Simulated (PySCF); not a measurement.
C₂H₅Se₂, SMILES [Se](C)[Se][CH2], doublet, CAM-B3LYP/def2-SVP optimised geometry. Atoms within 1.6 Å of the plane z = 0.0 Å (x, y, z in Å): Se2 (1.88, -1.20, 0.00), Se3 (-0.46, -1.20, 0.00), C4 (-0.79, 0.73, 0.00), H7 (-1.88, 0.86, 0.05), H8 (-0.32, 1.20, 0.88), H9 (-0.41, 1.19, -0.92).

Calculation: unrestricted CAM-B3LYP/def2-TZVP in PySCF 2.14.0. Cells within 0.4 Å of a nucleus heavier than hydrogen are left out (blank, or x).

Map of the log10 of the electron density (e/bohr³), floored at −4 on the plane z = 0.0 Å:

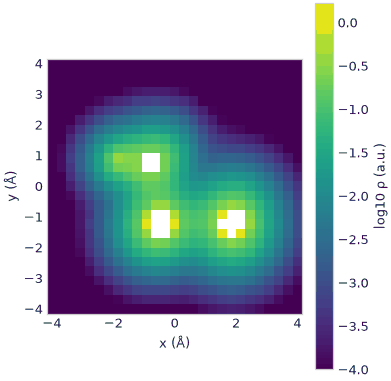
Log10 of the electron density (e/bohr³), floored at −4 on the plane z = 0.0 Å.
